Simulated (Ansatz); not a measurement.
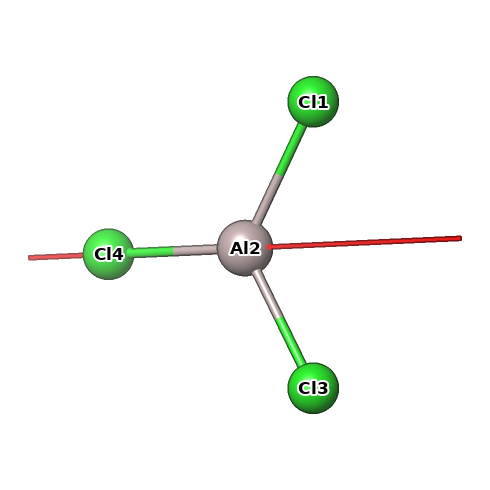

A line through the centre of mass is drawn in. Distant atoms are faded towards the background colour. Computed geometry: PBE0-D4/def2-TZVP optimisation. No frequency run is at hand to confirm it as a minimum.

### Is the line a proper rotation axis of the structure, and of what order?

Yes, a C2 axis. A turn by 180° leaves Al2, Cl4 in place and moves Cl1 ↔ Cl3. The point group is D3h.
